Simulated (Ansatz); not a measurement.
# FH4Si2 with multiplicity 2: inversion of the pyramid at Si2, part 2 of 2

Aim: the minimum-energy path and barrier of the inversion of the pyramid at Si2. The ends are relaxed first, then joined by a nudged elastic band. SMILES of the start: F[SiH][SiH3].

Ansatz 0.2.0; UKS PBE0/def2-SVP. Earlier steps stand in the parts before.

### 7 The band again, with other settings

crystal.atoms is end A as relaxed above, and neb.final_atoms is end B, turned to lie on A. With 5 inner images the band has 7 in all.

Input file input.yaml:

```yaml
crystal:
  periodic: [false, false, false]
  atoms:
    - { symbol: F, position_ang: [-0.426532, -2.009175, 1.297502] }
    - { symbol: Si, position_ang: [-0.28305, -1.369048, -0.201466] }
    - { symbol: Si, position_ang: [0.466764, 0.849753, -0.069098] }
    - { symbol: H, position_ang: [-1.618582, -1.506047, -0.873121] }
    - { symbol: H, position_ang: [0.548621, 1.362812, -1.471666] }
    - { symbol: H, position_ang: [-0.451974, 1.724955, 0.724229] }
    - { symbol: H, position_ang: [1.826054, 0.878648, 0.54792] }
magnetization:
  spin_polarized: true
  initial_magnetization: 1
basis:
  gaussian: { orbitals: def2-SVP }
hamiltonian:
  xc: pbe0
neb:
  order_check: false
  images: 5
  f_tol: 0.05
  max_iterations: 60
  initial_path: idpp
  spring: 0.1
  final_atoms:
    - { symbol: F, position_ang: [0.27998493, -2.41384597, 0.20305456] }
    - { symbol: Si, position_ang: [-0.70456963, -1.1306771, 0.45138417] }
    - { symbol: Si, position_ang: [0.43157247, 0.8696958, -0.01342144] }
    - { symbol: H, position_ang: [-1.92124596, -1.33043356, -0.40492609] }
    - { symbol: H, position_ang: [0.9358538, 0.9341167, -1.42140744] }
    - { symbol: H, position_ang: [-0.5431722, 1.98139237, 0.21352787] }
    - { symbol: H, position_ang: [1.58287759, 1.02164976, 0.92608838] }
```

On the command line:

```
ansatz run input.yaml --threads 1 --pin off --max-ram 2048MiB --backend cpu --events-out ev --progress --plain --runs-dir out
```

Standard output, cut to the lines that bear on the results:

```text
Warning: RAYON_NUM_THREADS=1 ignored (pool sized by the plan → 1); use --threads N
[...]
Functional definition: PBE0
[...]
702 factors; integrals over basis functions are off by at most 3.5e-4 eV
[...]
mean field -18520.53154266 eV, -680.6169805255 hartree, gradient 7.3e-5 eV, S^2 0.752617; 0 other end points of the search recorded, 0 dependent functions left out
[...]
reference -18520.53156746 eV, -680.6169814371 hartree; 21, 20 occupied and 49, 50 virtual orbitals, 702 factors
703 factors; integrals over basis functions are off by at most 4.4e-4 eV
[...]
mean field -18520.53152962 eV, -680.6169800463 hartree, gradient 7.4e-5 eV, S^2 0.752615; 0 other end points of the search recorded, 0 dependent functions left out
[...]
reference -18520.53155525 eV, -680.6169809881 hartree; 21, 20 occupied and 49, 50 virtual orbitals, 703 factors
[...]
NEB iter   5: max|band force component| = 4.558e-2 eV/Å  barrier→ = 0.3524 eV  barrier← = 0.3524 eV  CI = image 3  Δτ_max = 0.0000 Å  (253 SCF iters)
Total energy: -18520.17914810 eV, -680.6040302643 hartree
Atom 0 at     0.064412    -2.288868     0.901261 Å, force    -0.004384    -0.018999     0.004629 eV/Å
Atom 1 at    -0.645880    -1.112857     0.016859 Å, force     0.014808     0.045520    -0.008551 eV/Å
Atom 2 at     0.443709     0.906364    -0.092323 Å, force    -0.013432    -0.015767    -0.001947 eV/Å
Atom 3 at    -1.917172    -1.582694    -0.578795 Å, force     0.000620    -0.010770     0.004584 eV/Å
Atom 4 at     0.820071     1.273163    -1.493040 Å, force    -0.000671     0.000771     0.004458 eV/Å
Atom 5 at    -0.376745     2.025012     0.467762 Å, force     0.003526    -0.001929    -0.002424 eV/Å
Atom 6 at     1.672904     0.711779     0.732576 Å, force    -0.000467     0.001174    -0.000747 eV/Å
Dipole moment:    -0.110480     0.266819    -0.169724 e Å
this run last wrote the band of iteration 5 to <dir>
```

It took 99 s on 1 thread of Arm Neoverse V1, shared host; peak memory 0.17 GiB.

### 8 Images and barrier

The 5 inner images lie between the fixed ends 0 and 6. Energy is taken from image 0, and the path length is the program's own coordinate along the band.

| image | path (Å) | energy (eV) | sum of angles at Si2 (°) | band force (eV/Å) |
| --- | --- | --- | --- | --- |
| 0 | 0.000 | 0.0000 | 330.8 | - |
| 1 | 0.443 | 0.0083 | 331.6 | 0.025 |
| 2 | 0.895 | 0.0484 | 339.0 | 0.041 |
| 3* | 1.349 | 0.3524 | 360.0 | 0.046 |
| 4 | 1.803 | 0.0481 | 338.9 | 0.042 |
| 5 | 2.256 | 0.0083 | 331.6 | 0.030 |
| 6 | 2.699 | 0.0000 | 330.7 | - |

The star marks the climbing image.

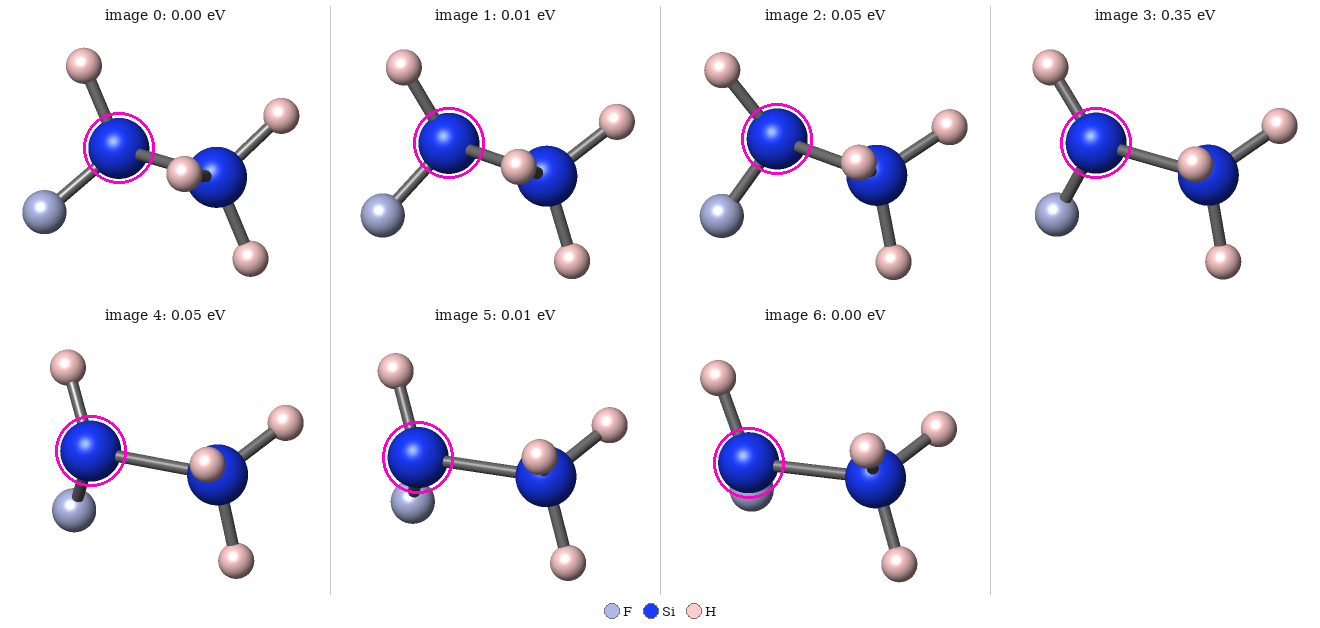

Snapshots along the band, viewed from a free direction. Ringed: Si2. Sticks join atoms closer than a bonding distance in each image.

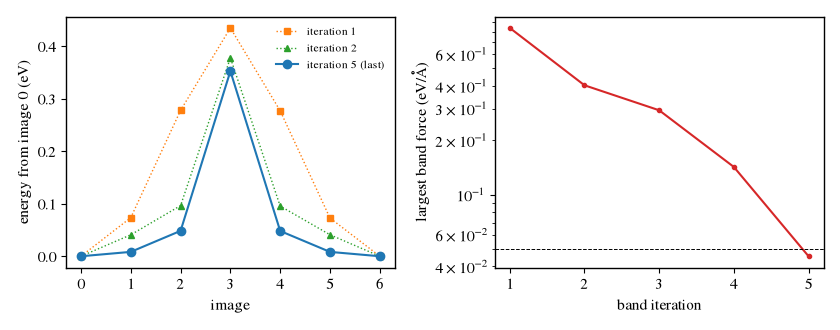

Left: energy of each image for early iterations and the last one (lines only join the points; early values far above the last band run off the scale). Right: the largest band force by iteration, with the threshold dashed.

### 9 The band again, with other settings

crystal.atoms is end A as relaxed above, and neb.final_atoms is end B, turned to lie on A. With 5 inner images the band has 7 in all.

Edit input.yaml of step 7 so:

```diff
@@ -23,3 +23,4 @@
   initial_path: idpp
-  spring: 0.1
+  max_displacement: 0.5
+  optimiser: fire
   final_atoms:
```

On the command line:

```
ansatz run input.yaml --threads 1 --pin off --max-ram 2048MiB --backend cpu --events-out ev --progress --plain --runs-dir out
```

Standard output, cut to the lines that bear on the results:

```text
Warning: RAYON_NUM_THREADS=1 ignored (pool sized by the plan → 1); use --threads N
[...]
[... 1 set-up line as earlier in the session ...]
[...]
702 factors; integrals over basis functions are off by at most 3.5e-4 eV
[...]
mean field -18520.53154266 eV, -680.6169805255 hartree, gradient 7.3e-5 eV, S^2 0.752617; 0 other end points of the search recorded, 0 dependent functions left out
[...]
reference -18520.53156746 eV, -680.6169814371 hartree; 21, 20 occupied and 49, 50 virtual orbitals, 702 factors
703 factors; integrals over basis functions are off by at most 4.4e-4 eV
[...]
mean field -18520.53152962 eV, -680.6169800463 hartree, gradient 7.4e-5 eV, S^2 0.752615; 0 other end points of the search recorded, 0 dependent functions left out
[...]
reference -18520.53155525 eV, -680.6169809881 hartree; 21, 20 occupied and 49, 50 virtual orbitals, 703 factors
[...]
NEB iter  34: max|band force component| = 4.419e-2 eV/Å  barrier→ = 0.3560 eV  barrier← = 0.3560 eV  CI = image 3  Δτ_max = 0.0000 Å  (227 SCF iters)
Total energy: -18520.17559814 eV, -680.6038998059 hartree
Atom 0 at     0.027479    -2.340093     0.899031 Å, force     0.044183     0.026593     0.016856 eV/Å
Atom 1 at    -0.629746    -1.122676     0.030483 Å, force    -0.024192     0.035980    -0.028532 eV/Å
Atom 2 at     0.454963     0.902244    -0.083748 Å, force    -0.009201    -0.005029    -0.003783 eV/Å
Atom 3 at    -1.906560    -1.549477    -0.586017 Å, force    -0.002450    -0.007117     0.001233 eV/Å
Atom 4 at     0.803004     1.260837    -1.493949 Å, force     0.009523    -0.008641    -0.002268 eV/Å
Atom 5 at    -0.389519     2.010475     0.461307 Å, force     0.000318    -0.003152     0.012776 eV/Å
Atom 6 at     1.701680     0.770586     0.727193 Å, force    -0.018181    -0.038635     0.003719 eV/Å
Dipole moment:    -0.090935     0.270534    -0.159332 e Å
this run last wrote the band of iteration 34 to <dir>
```

Run time: 8.7 min. Hardware: 1 thread of Arm Neoverse V1, shared host; peak memory 0.17 GiB.

### 10 What the band shows

Images 0 and 6 are the ends. Energies count from image 0; the path length is the program's own measure over all atoms.

| image | path (Å) | energy (eV) | sum of angles at Si2 (°) | band force (eV/Å) |
| --- | --- | --- | --- | --- |
| 0 | 0.000 | 0.0000 | 330.8 | - |
| 1 | 0.437 | 0.0099 | 332.3 | 0.026 |
| 2 | 0.874 | 0.0512 | 339.7 | 0.043 |
| 3* | 1.317 | 0.3560 | 360.0 | 0.044 |
| 4 | 1.760 | 0.0510 | 339.7 | 0.040 |
| 5 | 2.198 | 0.0099 | 332.3 | 0.020 |
| 6 | 2.637 | 0.0000 | 330.7 | - |

The star marks the climbing image.

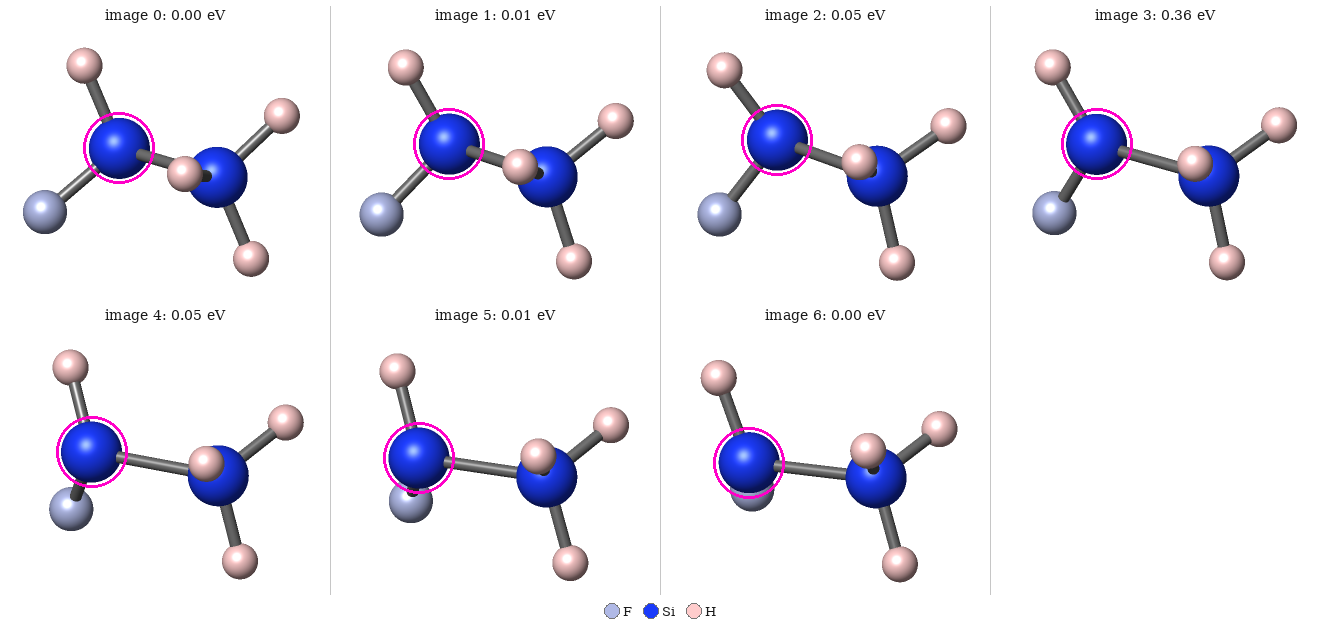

The images of the last band, seen from a free direction. Ringed: Si2. Sticks join atoms closer than a bonding distance in each image.

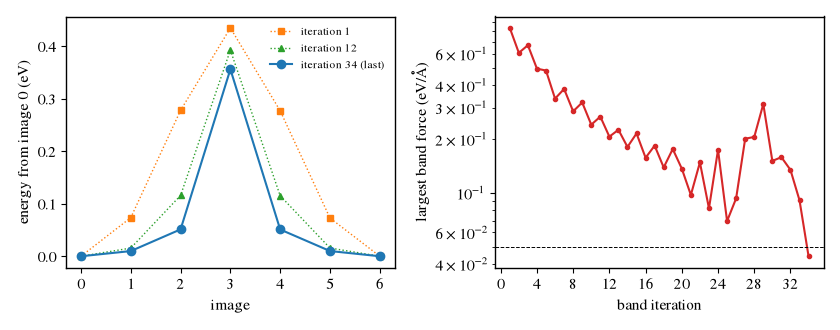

Left: energy of each image for early iterations and the last one (lines only join the points; early values far above the last band run off the scale). Right: the largest band force by iteration, with the threshold dashed.

### 11 Outcome

The summary covers parts 1 to 2.

| quantity | value |
| --- | --- |
| end A | 5 moves, 0.131 eV lower |
| end B | 12 moves, 0.179 eV lower |
| first band: barrier forwards | 0.35 eV |
| first band: barrier backwards | 0.35 eV |
| first band: second end relative to first | 0.000 eV |
| first band: highest image | 3 of 0 to 6, climbing |
| first band: band iterations | 5 |
| imaginary modes at the top | 535i, 63i cm⁻¹ |
| second band | top 0.352 eV above image 0, 5 iterations, 5 inner images |
| time, first and second band | 98 s and 99 s |
| third band | top 0.356 eV above image 0, 34 iterations, 5 inner images |
| time, first and third band | 98 s and 8.7 min |

In words: In the first band: the top lies 0.35 eV above the first end, or 14 kT at room temperature, which at an assumed attempt frequency of 10^13 s⁻¹ means a rate near 10^7 s⁻¹. The ends differ by 1 meV at most. Beside the main imaginary mode the others are soft (under 80i cm⁻¹) and may be noise at this precision. The second band's top agrees with the first's to 1 meV, so the changed settings hardly move the height. The third band's top lies 4 meV above the first's, so the changed settings hardly move the height. Zero-point energy and entropy are left out.
